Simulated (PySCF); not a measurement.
## ZnP: single-point calculation

System: ZnP, multiplicity 4.
Method: UHF/x2c-svpall, mp2 (PySCF 2.14.0).

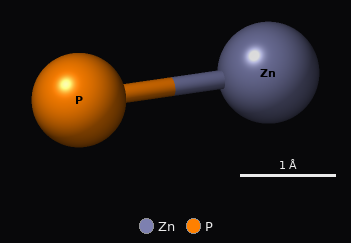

*The structure as given in the input (ball-and-stick view, seen at an oblique angle). Sticks mark near contacts.*

Bond lengths as drawn: P–Zn 2.14 Å.

## Key numbers

```json
{"quantity": "outcome", "value": "converged"}
{"quantity": "SCF energy", "value": "−2135.326386 hartree"}
{"quantity": "⟨S²⟩", "value": "3.770"}
{"quantity": "dipole moment", "value": "1.40 D"}
{"quantity": "hardware", "value": "1 CPU thread, shared host"}
{"quantity": "wall time", "value": "2 s"}
```

## The input
```python
from pyscf import gto, scf, mp

mol = gto.M(
    atom='Zn 0 0 0; P 0 0 2.142',
    basis='x2c-svpall',
    charge=0,
    spin=3,
    verbose=4,
)
mf = scf.UHF(mol)
mf = mf.sfx2c1e()
mf.kernel()
mp.MP2(mf, frozen=10).kernel()
mf.dip_moment()
print('orbital energies (hartree):', [e[max(0, n-3):n+3].round(4) for e, n in zip(mf.mo_energy, mol.nelec)])
```

Launched with:
```bash
OMP_NUM_THREADS=1 python input.py
```

## The program's output
```
PySCF version 2.14.0

[INPUT] verbose = 4
[INPUT] num. atoms = 2
[INPUT] num. electrons = 45
[INPUT] charge = 0
[INPUT] spin (= nelec alpha-beta = 2S) = 3
[INPUT] symmetry False subgroup None
[INPUT] Mole.unit = angstrom
[INPUT] Symbol           X                Y                Z      unit          X                Y                Z       unit  Magmom
[INPUT]  1 Zn     0.000000000000   0.000000000000   0.000000000000 AA    0.000000000000   0.000000000000   0.000000000000 Bohr   0.0
[INPUT]  2 P      0.000000000000   0.000000000000   2.142000000000 AA    0.000000000000   0.000000000000   4.047793358818 Bohr   0.0

nuclear repulsion = 111.171682966387
number of shells = 7
number of NR pGTOs = 114
number of NR cGTOs = 54
basis = x2c-svpall
ecp = {}

******** <class 'pyscf.x2c.sfx2c1e.sfX2C1eUHF'> ********
method = sfX2C1eUHF
initial guess = minao
damping factor = 0
level_shift factor = 0
DIIS = <class 'pyscf.scf.diis.CDIIS'>
diis_start_cycle = 1
diis_space = 8
diis_damp = 0
SCF conv_tol = 1e-09
SCF conv_tol_grad = None
SCF max_cycles = 50
direct_scf = True
direct_scf_tol = 1e-13
number electrons alpha = 24  beta = 21

******** <class 'pyscf.x2c.sfx2c1e.SpinFreeX2CHelper'> ********
approx = 1e
xuncontract = 1
Set gradient conv threshold to 3.16228e-05
init E= -2135.34698789958
  alpha nocc = 24  HOMO = -0.0729829806805  LUMO = 0.195142819946147
  beta  nocc = 21  HOMO = -0.339112826960775  LUMO = -0.179044060273132

WARN: HOMO -0.0729829806805 >= LUMO -0.179044060273132

cycle= 1 E= -2135.29873351893  delta_E= 0.0483  |g|= 0.164  |ddm|= 1.47
  alpha nocc = 24  HOMO = -0.261417590241613  LUMO = 0.199629635903532
  beta  nocc = 21  HOMO = -0.340168023861018  LUMO = 0.0110593666444108
  HOMO = -0.261417590242  LUMO = 0.0110593666444  gap/eV = 7.41448
cycle= 2 E= -2135.31730466061  delta_E= -0.0186  |g|= 0.113  |ddm|= 0.422
  alpha nocc = 24  HOMO = -0.256558720721967  LUMO = 0.211615254911877
  beta  nocc = 21  HOMO = -0.328909146106206  LUMO = 0.0251012067344005
  HOMO = -0.256558720722  LUMO = 0.0251012067344  gap/eV = 7.66436
cycle= 3 E= -2135.32245679587  delta_E= -0.00515  |g|= 0.0331  |ddm|= 0.102
  alpha nocc = 24  HOMO = -0.261589057587369  LUMO = 0.218088482198259
  beta  nocc = 21  HOMO = -0.328200117890662  LUMO = 0.0353112044780772
  HOMO = -0.261589057587  LUMO = 0.0353112044781  gap/eV = 8.07907
cycle= 4 E= -2135.32506726178  delta_E= -0.00261  |g|= 0.0152  |ddm|= 0.127
  alpha nocc = 24  HOMO = -0.266286519297407  LUMO = 0.220281085757131
  beta  nocc = 21  HOMO = -0.334548352812331  LUMO = 0.0374955233559104
  HOMO = -0.266286519297  LUMO = 0.0374955233559  gap/eV = 8.26633
cycle= 5 E= -2135.32598984903  delta_E= -0.000923  |g|= 0.00812  |ddm|= 0.0764
  alpha nocc = 24  HOMO = -0.267675625922078  LUMO = 0.22145303124021
  beta  nocc = 21  HOMO = -0.3366832205089  LUMO = 0.0382058905870473
  HOMO = -0.267675625922  LUMO = 0.038205890587  gap/eV = 8.32346
cycle= 6 E= -2135.32629056172  delta_E= -0.000301  |g|= 0.00416  |ddm|= 0.0488
  alpha nocc = 24  HOMO = -0.267556539649051  LUMO = 0.222283446844046
  beta  nocc = 21  HOMO = -0.337573002384406  LUMO = 0.0382324517163912
  HOMO = -0.267556539649  LUMO = 0.0382324517164  gap/eV = 8.32094
cycle= 7 E= -2135.32637862664  delta_E= -8.81e-05  |g|= 0.00138  |ddm|= 0.0346
  alpha nocc = 24  HOMO = -0.267604422145379  LUMO = 0.222455103246977
  beta  nocc = 21  HOMO = -0.337838403227522  LUMO = 0.0381104261646659
  HOMO = -0.267604422145  LUMO = 0.0381104261647  gap/eV = 8.31892
cycle= 8 E= -2135.32638561676  delta_E= -6.99e-06  |g|= 0.000261  |ddm|= 0.0116
  alpha nocc = 24  HOMO = -0.267568991030378  LUMO = 0.222415237886961
  beta  nocc = 21  HOMO = -0.337804859656129  LUMO = 0.0380076533204292
  HOMO = -0.26756899103  LUMO = 0.0380076533204  gap/eV = 8.31516
cycle= 9 E= -2135.32638575363  delta_E= -1.37e-07  |g|= 6.09e-05  |ddm|= 0.00121
  alpha nocc = 24  HOMO = -0.267580084245857  LUMO = 0.222416103218773
  beta  nocc = 21  HOMO = -0.337817189430536  LUMO = 0.0380107517570858
  HOMO = -0.267580084246  LUMO = 0.0380107517571  gap/eV = 8.31555
cycle= 10 E= -2135.32638575986  delta_E= -6.23e-09  |g|= 1.35e-05  |ddm|= 0.00024
  alpha nocc = 24  HOMO = -0.267575933272435  LUMO = 0.222417419016138
  beta  nocc = 21  HOMO = -0.337811203552973  LUMO = 0.0380106458977769
  HOMO = -0.267575933272  LUMO = 0.0380106458978  gap/eV = 8.31543
cycle= 11 E= -2135.32638576011  delta_E= -2.49e-10  |g|= 2.42e-06  |ddm|= 5.36e-05
  alpha nocc = 24  HOMO = -0.267575959747569  LUMO = 0.222417532918584
  beta  nocc = 21  HOMO = -0.337810983831201  LUMO = 0.0380110370837539
  HOMO = -0.267575959748  LUMO = 0.0380110370838  gap/eV = 8.31545
```

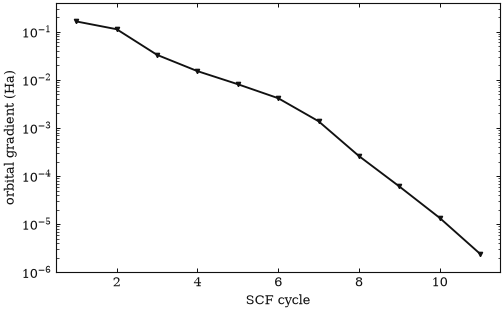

*Convergence of the self-consistent field: orbital gradient against the SCF cycle.*

The residual falls at every step.

```
Extra cycle  E= -2135.32638576012  delta_E= -8.19e-12  |g|= 1.08e-06  |ddm|= 6.9e-06
converged SCF energy = -2135.32638576012  <S^2> = 3.7698797  2S+1 = 4.0099275

******** <class 'pyscf.mp.ump2.UMP2'> ********
nocc = (np.int64(14), np.int64(11)), nmo = (44, 44)
frozen orbitals 10
E(UMP2) = -2135.75991772878  E_corr = -0.433531968657802
E(SCS-UMP2) = -2135.71419655746  E_corr = -0.387810797335479
E_corr(same-spin) = -0.152801036600635
E_corr(oppo-spin) = -0.280730932057167
Dipole moment(X, Y, Z, Debye): -0.00000, -0.00000, -1.39884
orbital energies (hartree): [array([-0.3739, -0.3739, -0.2676,  0.1609,  0.1609,  0.171 ]), array([-0.7984, -0.6154, -0.3378,  0.038 ,  0.0508,  0.0508])]
```
